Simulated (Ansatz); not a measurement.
# Frequency calculation, with input and output: SiH₄

System: SiH₄.
Method: RKS PBE0-D4/def2-TZVP (Ansatz 0.2.0).

The geometry comes from this level: PBE0-D4/def2-TZVP.

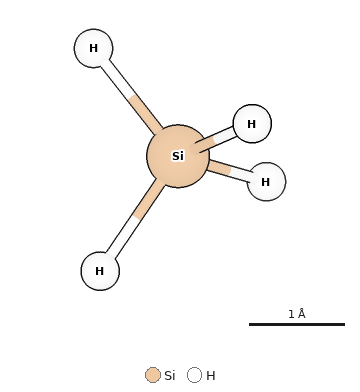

Figure 1. The structure (ball-and-stick view, seen at a tilt). Bond lengths as drawn: H–Si 1.48 Å.

Input file
```yaml
crystal:
  periodic: [false, false, false]
  atoms:
    - {symbol: Si, position_ang: [2.704962, -0.824567, -1.225193]}
    - {symbol: H, position_ang: [1.921211, 0.237288, -1.905586]}
    - {symbol: H, position_ang: [2.439842, -2.131076, -1.878968]}
    - {symbol: H, position_ang: [2.305714, -0.895973, 0.203174]}
    - {symbol: H, position_ang: [4.152766, -0.508627, -1.319385]}
basis:
  gaussian: {orbitals: def2-TZVP}
hamiltonian: {xc: pbe0, dispersion: d4}
phonons: {temperatures: {t_min: 298.15, t_max: 900, t_step: 200}}
```

Run on 4 CPU threads, shared host.

Command:
```bash
ansatz run in.yaml --threads 4 --pin off --events-out ev --progress --plain --max-ram 46080MiB --backend cpu
```

Log
```
Functional definition: PBE0
  name "PBE0"
  cite "Adamo & Barone, J. Chem. Phys. 110, 6158 (1999) doi:10.1063/1.478522"
  cite "Perdew, Burke & Ernzerhof, Phys. Rev. Lett. 77, 3865 (1996) doi:10.1103/PhysRevLett.77.3865"
  parent pbe
  parameter a = 0.25
  parameter kappa = 0.804
  parameter beta = 0.06672455060314922
  exchange = (1 - a)*pbe_x(kappa = kappa, mu = beta*pi^2/3) + a*exact_x
  correlation = pbe_c(beta = beta)
444 factors; their error is unknown
mean field evaluation 1: about -7938.7879 eV, gradient 8.5e0 eV
mean field evaluation 2: about -7939.0065 eV, gradient 3.9e0 eV
mean field evaluation 4: about -7939.0511 eV, gradient 7.9e-2 eV
mean field evaluation 8: about -7939.0854 eV, gradient 4.1e-4 eV
mean field -7939.08539998 eV, -291.7560071439 hartree, gradient 2.9e-5 eV, S^2 0.000000; 0 other end points of the search recorded, 0 dependent functions left out
the calculation of the forces begins
reference -7939.08542628 eV, -291.7560081104 hartree; 9, 9 occupied and 52, 52 virtual orbitals, 444 factors
these checks for a lower state are left out or cut short: stability, starts, cluster_reference, orbital_swaps, neighbouring_geometries, increment
444 factors; their error is unknown
mean field evaluation 16: about -7939.0853 eV, gradient 4.7e-7 eV
mean field -7939.08530737 eV, -291.7560037406 hartree, gradient 4.7e-7 eV, S^2 0.000000; 0 other end points of the search recorded, 0 dependent functions left out
[... from here on the field's lines of each further geometry are left out, up to the last ...]
the calculation of the forces begins
reference -7939.08542062 eV, -291.7560079023 hartree; 9, 9 occupied and 52, 52 virtual orbitals, 444 factors
these checks for a lower state are left out or cut short: stability, starts, cluster_reference, orbital_swaps, neighbouring_geometries, increment
444 factors; their error is unknown
mean field -7939.08539323 eV, -291.7560068959 hartree, gradient 9.9e-7 eV, S^2 0.000000; 0 other end points of the search recorded, 0 dependent functions left out
the calculation of the forces begins
reference -7939.08541953 eV, -291.7560078624 hartree; 9, 9 occupied and 52, 52 virtual orbitals, 444 factors
Total energy: -7939.12000786 eV, -291.7572789599 hartree
Atom 0 at     2.704962    -0.824567    -1.225193 Å, force    -0.000269     0.000067     0.000090 eV/Å
Atom 1 at     1.921211     0.237288    -1.905586 Å, force     0.001289    -0.001077     0.000773 eV/Å
Atom 2 at     2.439842    -2.131076    -1.878968 Å, force     0.000575     0.001223     0.000532 eV/Å
Atom 3 at     2.305714    -0.895973     0.203174 Å, force     0.000832     0.000228    -0.001587 eV/Å
Atom 4 at     4.152766    -0.508627    -1.319385 Å, force    -0.002427    -0.000441     0.000192 eV/Å
Dipole moment:     0.000063     0.000023    -0.000002 e Å
Vibrations: 906.88 906.89 906.91 968.64 968.65 2234.90 2244.47 2244.56 2244.62 cm⁻¹, zero-point energy 0.844737 eV
```

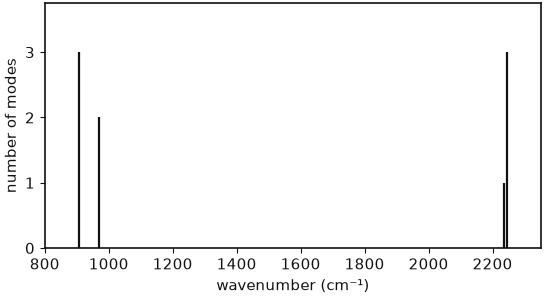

Figure 2. Harmonic vibrational wavenumbers from the force constants; neighbouring modes closer than 6 cm⁻¹ are counted in one stick. 9 modes from 907 to 2245 cm⁻¹, none imaginary.

Results in brief

```csv
quantity,value
outcome,converged
total energy,−7939.1200 eV
mean-field energy,−7939.0854 eV
dispersion energy,−0.0346 eV
largest force (length of the vector),0.002 eV/Å
dipole moment,0.00 D
wall time,6 s (CPU time 12 s)
peak memory,0.9 GiB
```
